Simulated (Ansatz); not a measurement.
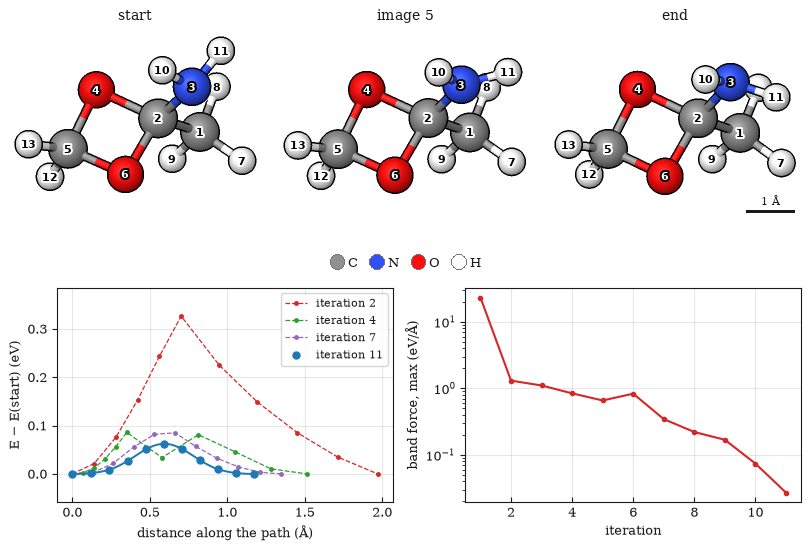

A nudged-elastic-band calculation for C$_{3}$H$_{7}$NO$_{2}$. Images are numbered from 0 (start) to 10 (end). The plot follows the band through its iterations. A ball-and-stick model, seen from a free direction.

Computed with Ansatz, RKS PBE/def2-SVP. Settings: 9 movable images; climbing image; force threshold 0.05 eV/Å; iteration limit 60; starting path through a guess of the saddle point.

Judge this run.

The result is final at these settings. The band converged in 11 iterations. The largest component of the band force went from 23 to 0.027 eV/Å. The climbing image converged on the top of the path. Its vibrational analysis gives one imaginary mode (427i cm⁻¹), as a transition state must have. The first iteration put the highest image at 2.460 eV. The two ends have the same energy, and the highest point, image 5, lies 0.062 eV above the start.

Cost: 2.9 min on 2 threads of Intel(R) Xeon(R) Platinum 8488C (Sapphire Rapids) (shared host), peak memory 0.18 GiB.
